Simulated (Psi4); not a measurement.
# BCl2 (SMILES Cl[B]Cl) at UTPSS/jun-cc-pVDZ (sweep point 2)

Aim: the vertical ionisation energy of BCl2 at UTPSS/jun-cc-pVDZ (sweep point 2), from 2 runs. 

The calculation is run with Psi4 1.11.

## Step 1: The molecule

The species is BCl2 (3 atoms), meant as a doublet with charge 0. As SMILES, `Cl[B]Cl`. Geometry: relaxed at PBE0-D4/def2-TZVP.

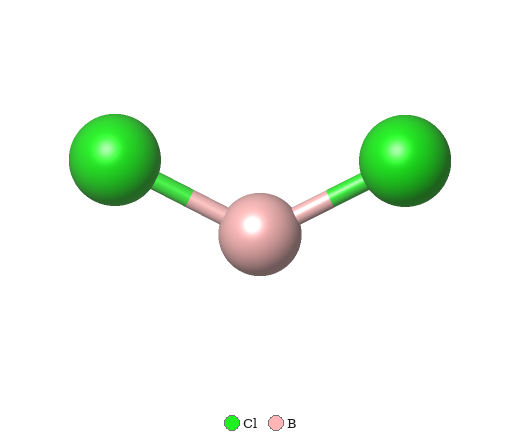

Viewed from a chosen angle; chlorine green, boron pink.

## Step 2: A single-point energy at UTPSS/jun-cc-pVDZ (sweep point 2)

bcl2.dat

```
memory 1600 mb

molecule {
  0 2
  Cl     0.371500    -1.525600     0.030000
  B     -0.463900    -0.050300    -0.256900
  Cl     0.081500     1.511100     0.213700
  symmetry c1
}

set basis jun-cc-pVDZ
set reference uks
set puream true
set scf_type pk
set dft_radial_points 99
set dft_spherical_points 590
set maxiter 150

energy_value, wavefunction = energy('tpss', return_wfn=True)
```

Launch:

```bash
$ psi4 bcl2.dat bcl2.out -n 1
```

bcl2.out:

```text
[...]
  Running in c1 symmetry.
[...]
  Nuclear repulsion =  102.359078461763858
[...]
  Multiplicity = 2
[...]
  Nalpha       = 20
  Nbeta        = 19
[...]
    Number of basis functions: 62
[...]
   @UKS iter   1:  -945.21978071129661    1.05149e-03   5.89781e-03 ADIIS/DIIS
[...]
   @UKS iter   8:  -945.31306892217151   -1.05921e-07   8.01593e-07 DIIS
[...]
   @S^2 Observed:                7.534509415E-01
[...]
    Orbital Energies [Eh]
    ---------------------
    Alpha Occupied:
       1A   -101.038686     2A   -101.038674     3A     -9.278744
       4A     -9.278729     5A     -7.056248     6A     -7.056236
       7A     -7.050256     8A     -7.050243     9A     -7.048473
      10A     -7.048461    11A     -6.718784    12A     -0.830649
      13A     -0.800539    14A     -0.485372    15A     -0.416100
      16A     -0.366095    17A     -0.365062    18A     -0.321994
      19A     -0.309461    20A     -0.197565
    Alpha Virtual:
      21A     -0.103975    22A     -0.003890    23A      0.012650
      24A      0.017727    25A      0.022558    26A      0.037670
[...]
  @UKS Final Energy:  -945.31306892217151
   => Energetics <=
    Nuclear Repulsion Energy =            102.3590784617638576
    One-Electron Energy =               -1506.8431646269377779
    Two-Electron Energy =                 519.7689462894172721
    DFT Exchange-Correlation Energy =     -60.5979290464148121
    Empirical Dispersion Energy =           0.0000000000000000
    VV10 Nonlocal Energy =                  0.0000000000000000
    Total Energy =                       -945.3130689221715102
[...]
 Multipole Moments:
 ------------------------------------------------------------------------------------
     Multipole            Electronic (a.u.)      Nuclear  (a.u.)        Total (a.u.)
 ------------------------------------------------------------------------------------
 L = 1.  Multiply by 2.5417464519 to convert [e a0] to [Debye]
 Dipole X            :         -0.3178457            0.4527417            0.1348960
 Dipole Y            :         -0.0175536            0.0248715            0.0073179
 Dipole Z            :          0.0000000           -0.0000000            0.0000000
 Magnitude           :                                                    0.1350943
[...]
```

Run time: 16 s. Hardware: 1 thread of Intel Xeon Platinum 8488C (Sapphire Rapids), shared host; peak memory 1 GiB.

## Step 3: The singlet cation

job.dat

```
memory 1600 mb

molecule {
  1 1
  Cl     0.371500    -1.525600     0.030000
  B     -0.463900    -0.050300    -0.256900
  Cl     0.081500     1.511100     0.213700
  symmetry c1
}

set basis jun-cc-pVDZ
set puream true
set scf_type pk
set dft_radial_points 99
set dft_spherical_points 590

energy_value, wavefunction = energy('tpss', return_wfn=True)
print_variables()
```

Launch:

```bash
$ psi4 -n 1 job.dat job.out
```

job.out:

```text
[...]
  Running in c1 symmetry.
[...]
  Nuclear repulsion =  102.359078461763858
[...]
  Multiplicity = 1
[...]
  Nalpha       = 19
  Nbeta        = 19
[...]
    Number of basis functions: 62
[...]
   @RKS iter   1:  -944.96978067977750    2.51052e-01   3.13870e-03 DIIS/ADIIS
[...]
   @RKS iter   7:  -944.99116846658558   -2.42732e-08   5.93334e-07 DIIS
[...]
    Orbital Energies [Eh]
    ---------------------
    Doubly Occupied:
       1A   -101.312900     2A   -101.312897     3A     -9.549032
       4A     -9.549024     5A     -7.328329     6A     -7.328328
       7A     -7.319446     8A     -7.319445     9A     -7.318773
      10A     -7.318772    11A     -7.045605    12A     -1.087278
      13A     -1.056877    14A     -0.738116    15A     -0.674056
      16A     -0.613153    17A     -0.611520    18A     -0.565202
      19A     -0.554193
[...]
  @RKS Final Energy:  -944.99116846658558
   => Energetics <=
    Nuclear Repulsion Energy =            102.3590784617638576
    One-Electron Energy =               -1496.4785410016334026
    Two-Electron Energy =                 509.3698202746924153
    DFT Exchange-Correlation Energy =     -60.2415262014084334
    Empirical Dispersion Energy =           0.0000000000000000
    VV10 Nonlocal Energy =                  0.0000000000000000
    Total Energy =                       -944.9911684665855773
[...]
 Multipole Moments:
 ------------------------------------------------------------------------------------
     Multipole            Electronic (a.u.)      Nuclear  (a.u.)        Total (a.u.)
 ------------------------------------------------------------------------------------
 L = 1.  Multiply by 2.5417464519 to convert [e a0] to [Debye]
 Dipole X            :         -1.0627374            0.4527417           -0.6099957
 Dipole Y            :         -0.0585492            0.0248715           -0.0336778
 Dipole Z            :          0.0000000           -0.0000000            0.0000000
 Magnitude           :                                                    0.6109246
[...]
```

It took 12 s on 1 thread of Intel Xeon Platinum 8488C (Sapphire Rapids), shared host; peak memory 1 GiB.

## Step 4: Summary of results

At UTPSS/jun-cc-pVDZ (sweep point 2):

```
                                          quantity          value
                        doublet BCl2: total energy  -945.31307 Eh
                       doublet BCl2: dipole moment         0.34 D
  doublet BCl2: HOMO energy (highest over α and β)       -5.38 eV
   doublet BCl2: LUMO energy (lowest over α and β)       -2.98 eV
                                doublet BCl2: ⟨S²⟩          0.753
                      singlet cation: total energy  -944.99117 Eh
                       singlet cation: HOMO energy      -15.08 eV
                       singlet cation: LUMO energy      -11.84 eV
                     singlet cation: HOMO–LUMO gap        3.24 eV
vertical ionisation energy (to the singlet cation)       8.759 eV
```

What this shows: Removing an electron at fixed nuclei costs 8.76 eV (845 kJ/mol). Only the singlet of the ionised species was computed; a triplet could lie lower.
